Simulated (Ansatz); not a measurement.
# C2H5InO (SMILES C[C](=O)[InH2]): PBE/def2-SVP (core potential)

What is the vertical singlet–triplet gap of C2H5InO at PBE/def2-SVP (core potential)? 

The calculation is run with Ansatz 0.2.0.

62 further runs of the same task are left out: 62 set aside as unsound or not needed.

## (1) The system as given

C2H5InO has 9 atoms, charge 0, and is taken as a singlet. SMILES: `C[C](=O)[InH2]`. The shape is that of a PBE0-D4/def2-TZVP optimisation.

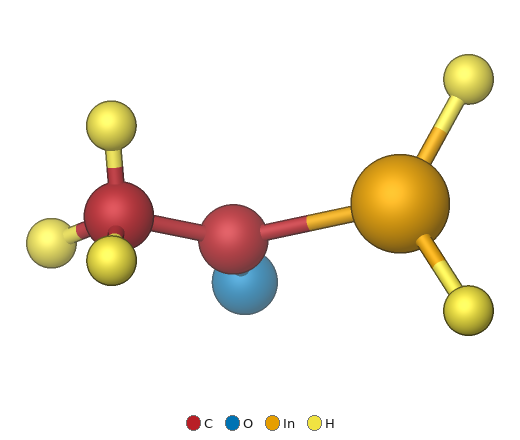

The structure, seen from a chosen angle (carbon red, oxygen blue, indium amber, hydrogen yellow).

## (2) The energy at PBE/def2-SVP (core potential)

molecule.yaml

```yaml
crystal:
  periodic: [false, false, false]
  atoms:
    - symbol: C
      position_ang: [0.344400, 1.188000, -0.839100]
    - symbol: C
      position_ang: [0.607000, -0.087100, -0.096200]
    - symbol: O
      position_ang: [1.705800, -0.590300, -0.051600]
    - symbol: In
      position_ang: [-0.847800, -1.304800, 1.038800]
    - symbol: H
      position_ang: [1.255300, 1.565500, -1.309800]
    - symbol: H
      position_ang: [-0.427200, 1.011100, -1.595100]
    - symbol: H
      position_ang: [-0.058700, 1.931600, -0.144300]
    - symbol: H
      position_ang: [-1.599800, -2.644700, 0.254600]
    - symbol: H
      position_ang: [-0.978900, -1.069400, 2.742600]
basis:
  gaussian:
    orbitals: def2-SVP
hamiltonian:
  xc: pbe
accuracy: high
output: {orbitals: {seedname: orbitals}}
```

Launch:

```console
$ ansatz run molecule.yaml --threads 1 --pin off --max-ram 3480MiB --events-out events.jsonl --progress --plain --runs-dir runs
```

What it wrote:

```text
Warning: RAYON_NUM_THREADS=1 ignored (pool sized by the plan → 1); use --threads N
Functional definition: PBE
  name "PBE"
  parameter kappa = 0.804
  parameter beta = 0.06672455060314922
  exchange = pbe_x(kappa = kappa, mu = beta*pi^2/3)
  correlation = pbe_c(beta = beta)
2299 factors; integrals over basis functions are off by at most 8.2e-9 eV
mean field evaluation 1: about -9358.0402 eV, gradient 5.9e1 eV
mean field evaluation 2: about -9298.7835 eV, gradient 1.5e2 eV
mean field evaluation 4: about -9366.4551 eV, gradient 7.8e0 eV
mean field evaluation 8: about -9366.7243 eV, gradient 3.2e-1 eV
mean field evaluation 16: about -9366.7193 eV, gradient 3.2e-5 eV
mean field -9366.71929346 eV, -344.2205850444 hartree, gradient 2.1e-8 eV, S^2 0.000000; 0 other end points of the search recorded, 0 dependent functions left out
reference -9366.71929805 eV, -344.2205852129 hartree; 23, 23 occupied and 70, 70 virtual orbitals, 2299 factors
Total energy: -9366.71929805 eV, -344.2205852129 hartree
```

Run time: 7.8 s. Hardware: 1 thread of Arm Neoverse V2, shared host; peak memory 0.27 GiB.

## (3) The triplet

run.yaml

```yaml
crystal:
  periodic: [false, false, false]
  atoms:
    - {symbol: C, position_ang: [0.344400, 1.188000, -0.839100]}
    - {symbol: C, position_ang: [0.607000, -0.087100, -0.096200]}
    - {symbol: O, position_ang: [1.705800, -0.590300, -0.051600]}
    - {symbol: In, position_ang: [-0.847800, -1.304800, 1.038800]}
    - {symbol: H, position_ang: [1.255300, 1.565500, -1.309800]}
    - {symbol: H, position_ang: [-0.427200, 1.011100, -1.595100]}
    - {symbol: H, position_ang: [-0.058700, 1.931600, -0.144300]}
    - {symbol: H, position_ang: [-1.599800, -2.644700, 0.254600]}
    - {symbol: H, position_ang: [-0.978900, -1.069400, 2.742600]}
basis:
  gaussian: {orbitals: def2-SVP}
magnetization: {spin_polarized: true, initial_magnetization: 2}
hamiltonian: {xc: pbe}
accuracy: high
output: {orbitals: {seedname: orbitals}}
```

Launch:

```console
$ ansatz run run.yaml --threads 1 --pin off --max-ram 3480MiB --events-out events.jsonl --progress --plain --runs-dir runs
```

What it wrote:

```text
Warning: RAYON_NUM_THREADS=1 ignored (pool sized by the plan → 1); use --threads N
[... 6 set-up lines as earlier in the session ...]
2299 factors; integrals over basis functions are off by at most 8.2e-9 eV
mean field evaluation 1: about -9354.5839 eV, gradient 4.2e1 eV
mean field evaluation 2: about -9265.5159 eV, gradient 1.2e2 eV
mean field evaluation 4: about -9361.1699 eV, gradient 2.3e1 eV
mean field evaluation 8: about -9363.2986 eV, gradient 8.7e0 eV
mean field evaluation 16: about -9364.0953 eV, gradient 7.4e-2 eV
mean field evaluation 32: about -9363.8541 eV, gradient 4.8e-1 eV
mean field -9364.09537408 eV, -344.1241577857 hartree, gradient 5.4e-8 eV, S^2 2.002629; 6 other end points of the search recorded, 0 dependent functions left out
reference -9364.09537881 eV, -344.1241579594 hartree; 24, 22 occupied and 69, 71 virtual orbitals, 2299 factors
Total energy: -9364.09537881 eV, -344.1241579594 hartree
```

Wall time 26 s (1 thread of Arm Neoverse V2, shared host); peak memory 0.35 GiB.

## (4) Summary of results

Level: PBE/def2-SVP (core potential).

| quantity | value |
| --- | --- |
| singlet: total energy | -344.22059 Eh |
| singlet: HOMO energy | -4.96 eV |
| singlet: LUMO energy | -2.37 eV |
| singlet: HOMO–LUMO gap | 2.59 eV |
| triplet: total energy | -344.12416 Eh |
| triplet: HOMO energy (highest over α and β) | -2.75 eV |
| triplet: ⟨S²⟩ | 2.003 |
| vertical energy of the triplet above the singlet | 2.624 eV |

At this shape the triplet lies 2.62 eV (253 kJ/mol) above the singlet.
